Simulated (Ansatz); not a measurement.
**PO (Phosphorus monoxide): U-r2SCAN/cc-pVTZ**

What is the electronic atomisation energy of PO (Phosphorus monoxide) at U-r2SCAN/cc-pVTZ? 

Program for the calculation: Ansatz 0.2.0.

35 further runs of the same task are left out: 35 set aside as unsound or not needed.

**1. The molecule**

PO has 2 atoms, charge 0, and is taken as a doublet. SMILES: `O=[P]`. Geometry: relaxed at PBE0-D4/def2-TZVP.

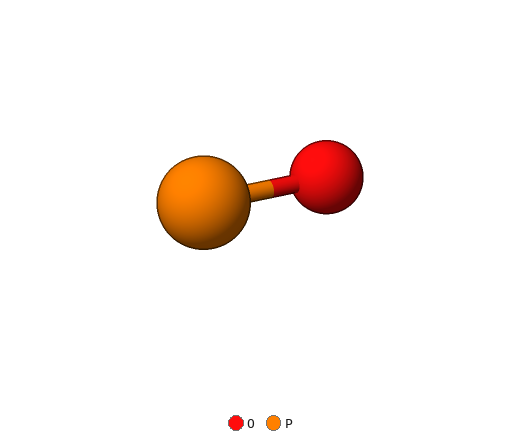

Viewed from a chosen angle; oxygen red, phosphorus orange.

**2. A single-point energy at U-r2SCAN/cc-pVTZ**

File input.yaml:

```yaml
crystal:
  periodic: [false, false, false]
  atoms:
    - {symbol: O, position_ang: [0.000000, -0.000000, -0.009450]}
    - {symbol: P, position_ang: [-0.000000, 0.000000, 1.464540]}
basis:
  gaussian: {orbitals: cc-pVTZ}
magnetization: {spin_polarized: true, initial_magnetization: 1}
hamiltonian: {xc: r2scan}
accuracy: high
output: {orbitals: {seedname: orbitals}}
```

Started as:

```
ansatz run input.yaml --threads 1 --pin off --max-ram 3480MiB --events-out events.jsonl --progress --plain --runs-dir runs
```

Output:

```text
Warning: RAYON_NUM_THREADS=1 ignored (pool sized by the plan → 1); use --threads N
Functional definition: r2SCAN
  name "r2SCAN"
  parameter k0 = 0.174
  parameter k1 = 0.065
  parameter a1 = 4.9479
  exchange = r2scan_x(k0 = k0, k1 = k1, a1 = a1)
  correlation = r2scan_c
886 factors; integrals over basis functions are off by at most 4.0e-9 eV
mean field evaluation 1: about -11327.4091 eV, gradient 4.3e1 eV
mean field evaluation 2: about -11250.4636 eV, gradient 1.2e2 eV
mean field evaluation 4: about -11333.9317 eV, gradient 5.2e0 eV
mean field evaluation 8: about -11334.0663 eV, gradient 5.0e-2 eV
mean field evaluation 16: about -11334.0663 eV, gradient 2.0e-5 eV
mean field evaluation 32: about -11334.0663 eV, gradient 3.4e-5 eV
mean field -11334.06634548 eV, -416.5192556902 hartree, gradient 1.7e-8 eV, S^2 0.756739; 3 other end points of the search recorded, 0 dependent functions left out
reference -11334.06634685 eV, -416.5192557406 hartree; 12, 11 occupied and 52, 53 virtual orbitals, 886 factors
Total energy: -11334.06634685 eV, -416.5192557406 hartree
```

It took 6.6 s on 1 thread of Arm Neoverse V2, shared host; peak memory 0.19 GiB.

**3. The O atom, same level**

File input.yaml:

```yaml
crystal:
  periodic: [false, false, false]
  atoms:
    - {symbol: O, position_ang: [0.000000, 0.000000, 0.000000]}
basis:
  gaussian:
    orbitals: cc-pVTZ
accuracy: high
hamiltonian:
  xc: r2scan
magnetization:
  spin_polarized: true
  initial_magnetization: 2
```

Run the same way, it converges to -75.05462 Eh (log not shown).

**4. The P atom, same level**

File job.yaml:

```yaml
crystal:
  periodic: [false, false, false]
  atoms:
    - {symbol: P, position_ang: [0.000000, 0.000000, 0.000000]}
basis:
  gaussian:
    orbitals: cc-pVTZ
magnetization:
  spin_polarized: true
  initial_magnetization: 3
hamiltonian:
  xc: r2scan
accuracy: high
```

Started as:

```
ansatz run job.yaml --threads 1 --pin off --max-ram 3480MiB --events-out events.jsonl --progress --plain --runs-dir runs
```

Output (excerpt; [...] marks lines left out):

```text
Warning: RAYON_NUM_THREADS=1 ignored (pool sized by the plan → 1); use --threads N
[... 7 set-up lines as earlier in the session ...]
333 factors; integrals over basis functions are off by at most 3.8e-9 eV
mean field evaluation 1: about -9285.6309 eV, gradient 3.2e0 eV
mean field evaluation 2: about -9285.6879 eV, gradient 1.8e0 eV
mean field evaluation 4: about -9285.7004 eV, gradient 1.7e-1 eV
mean field evaluation 8: about -9285.6988 eV, gradient 1.9e-3 eV
mean field evaluation 16: about -9285.6988 eV, gradient 2.5e-9 eV
mean field -9285.69882893 eV, -341.2431378905 hartree, gradient 2.5e-9 eV, S^2 3.750242; 0 other end points of the search recorded, 0 dependent functions left out
reference -9285.69883045 eV, -341.2431379462 hartree; 9, 6 occupied and 25, 28 virtual orbitals, 333 factors
Total energy: -9285.69883045 eV, -341.2431379462 hartree
```

It took 1.6 s on 1 thread of Arm Neoverse V2, shared host; peak memory 0.12 GiB.

**5. Outcome**

Level: U-r2SCAN/cc-pVTZ.

```
                                    quantity          value
                      molecule: total energy  -416.51926 Eh
molecule: HOMO energy (highest over α and β)       -4.77 eV
 molecule: LUMO energy (lowest over α and β)       -4.15 eV
                              molecule: ⟨S²⟩          0.757
                        O atom: total energy   -75.05462 Eh
                                O atom: ⟨S²⟩          2.004
                        P atom: total energy  -341.24314 Eh
                                P atom: ⟨S²⟩          3.750
               electronic atomisation energy       6.027 eV
```

**Reading.** Taking the molecule apart into free atoms costs 6.03 eV (139 kcal/mol), before zero-point energy and without spin-orbit coupling.
